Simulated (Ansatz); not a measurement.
The calculation's input:

```
crystal:
  periodic: [false, false, false]
  atoms:
    - {symbol: C, position_ang: [0.463138, -1.652458, -0.351009]}
    - {symbol: O, position_ang: [0.289794, -0.279138, -0.600033]}
    - {symbol: Sn, position_ang: [0.201945, 1.033873, 0.855439]}
    - {symbol: C, position_ang: [-0.513093, 2.720633, -0.216767]}
    - {symbol: N, position_ang: [-0.823638, 3.702837, -0.736068]}
    - {symbol: H, position_ang: [-0.127756, -2.012105, 0.502050]}
    - {symbol: H, position_ang: [1.515634, -1.902634, -0.174194]}
    - {symbol: H, position_ang: [0.133109, -2.196720, -1.240227]}
    - {symbol: H, position_ang: [-1.050733, 0.539511, 1.943909]}
basis:
  gaussian: {orbitals: def2-TZVPP}
magnetization: {spin_polarized: true, initial_magnetization: 1}
hamiltonian: {xc: pbe0, dispersion: d4}
output: {orbitals: {seedname: orbitals}}
```

Launched as:

```sh
ansatz run in.yaml --threads 2 --pin off --events-out ev --progress --plain --max-ram 32768MiB --backend cpu
```

Geometry: PBE0-D4/def2-TZVP; core potentials replace the inner electrons of Sn.

Computed with UKS PBE0-D4/def2-TZVPP in Ansatz 0.2.0.

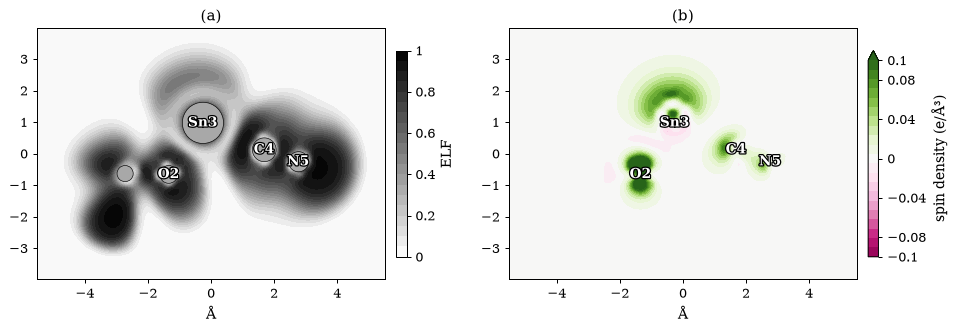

C$_{2}$H$_{4}$NOSn (SMILES C[O][SnH][C]#N) (doublet). (a) electron localisation function; (b) spin density (α minus β) on the plane of atoms O2, Sn3 and C4. Grey discs cover the atomic cores in the ELF map.

What does the map show?

Answer.
- Atoms in the plane: O, Sn, C and N.
- C–N (1.15 Å): the ELF peaks at about 0.85 between the atoms; a multiple bond.
- Sn–O (1.96 Å): the ELF peaks at about 0.85 in the valence shell of O, 0.5 Å from its nucleus, and drops to about 0.15 between the two atoms.
- C–Sn (2.12 Å): the ELF peaks at about 0.95 in the valence shell of C, 0.7 Å from its nucleus, and drops to about 0.15 between the two atoms.
- The ELF also peaks beside O2 and N5, away from the bonds: non-bonding electrons, paired or unpaired.
- The unpaired spin (1 electron) lies mostly on Sn3 (about 0.7), O2 (about 0.1) and H9 (about 0.1), in electrons by Hirshfeld's partition.
